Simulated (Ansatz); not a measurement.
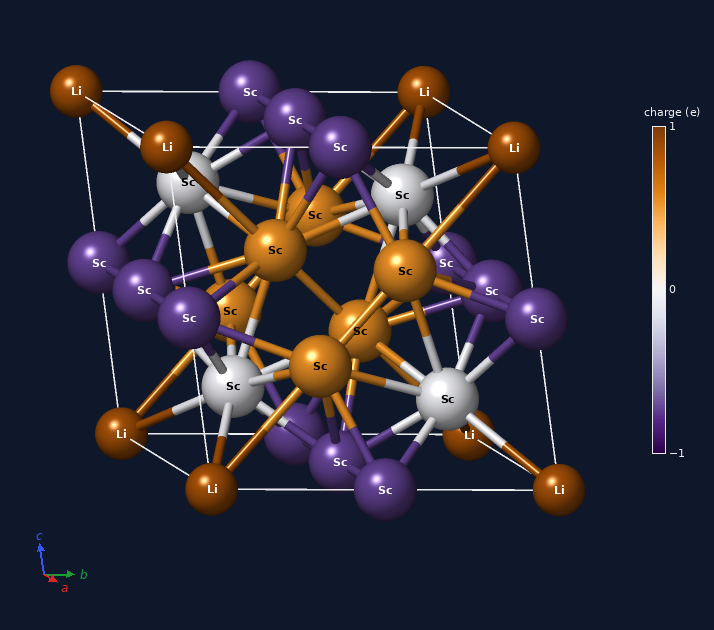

We look at a ball-and-stick model of the crystal slightly off an axis. The edges of the simulation cell are marked. The atoms of this LiSc12 cell are coloured by their Bader charge.

Results below were computed with Ansatz, DFT, PAW plane waves, r2SCAN; the settings were E_cut = 500 eV, the zone sampled with 7×7×7 points, Fermi-Dirac smearing of 0.024 eV, no spin polarisation. The pressure of the cell is 26 GPa.

Give the charges by element.

Answer. Most positive: Li; most negative: Sc. Charges: about Li +0.9 e; Sc -0.7 to +0.6 e.

The structure is a generated cell, made by putting these elements into a known structure type (the compound may or may not exist in this form); no relaxation was done. A calculation with Ansatz used it as input.

At this level of theory the cell isn't at rest (compressed, at 26 GPa and forces up to 1.0 eV/Å), so its distances can differ from those at equilibrium, the more so the softer the solid.
